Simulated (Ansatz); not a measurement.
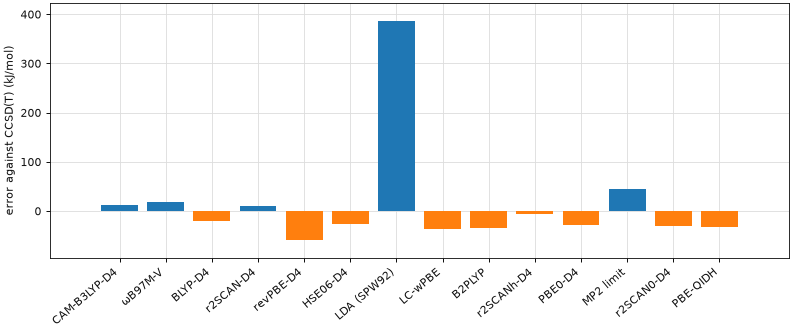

Error in the electronic atomisation energy (method less reference, so positive means overbinding) of BSiH₅SO, SMILES BO[SiH2]S: functionals in def2-TZVPP against frozen-core CCSD(T) at the limit (MP2 extrapolated from triple and quadruple zeta, plus CCSD(T) less MP2 in a smaller set), which gives 3139.4 kJ/mol, at a PBE0-D4/def2-TZVP geometry (a minimum by its frequencies), no zero-point or spin-orbit term, the Ansatz code 0.2.0. The reference leaves out core correlation, a term that grows with the number of heavy atoms. B2PLYP and PBE-QIDH hold a correlation term that converges slowly with the basis, so part of the distance to the limit is basis error. No dispersion term is added to LC-wPBE, B2PLYP and PBE-QIDH. Limit means the basis limit.

Which of these levels overbind, and which underbind?

Overbind: LDA (SPW92) and MP2 limit. Underbind: BLYP-D4, revPBE-D4, HSE06-D4, LC-wPBE, B2PLYP, PBE0-D4, r2SCAN0-D4 and PBE-QIDH. Within 20 kJ/mol of zero, too close to call in view of what the reference leaves out: CAM-B3LYP-D4, ωB97M-V, r2SCAN-D4 and r2SCANh-D4.

What range do the values span?

From −59.8 kJ/mol (revPBE-D4) to 386.6 kJ/mol (LDA (SPW92)).

Caveats, for all or some of the runs: one conformer of a flexible molecule.
